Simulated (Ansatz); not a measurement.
Ir: pressure series

Base system: Ir in the fcc (Cu type) structure (space group Fm-3m, No. 225; a = 3.844 Å).

Cell and atoms are relaxed at each pressure.

Calculations: r2SCAN (Ansatz, a quantum-chemistry and plane-wave program, PAW, no spin-orbit coupling).

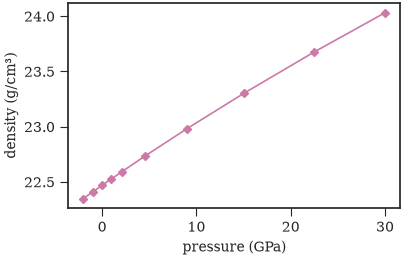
*Density against pressure*

| pressure (GPa) | density |
|---|---|
| -2 | 22.35 g/cm³ |
| -1 | 22.41 g/cm³ |
| 0.9 | 22.52 g/cm³ |
| 2.1 | 22.59 g/cm³ |
| 4.5 | 22.73 g/cm³ |
| 9 | 22.98 g/cm³ |
| 15 | 23.30 g/cm³ |
| 22.5 | 23.68 g/cm³ |
| 30 | 24.03 g/cm³ |

Load acts through the strain it causes; cell and atoms are relaxed under it. Stability against distortions was not tested. No other phases were tried under pressure. All final runs are without spin polarisation.
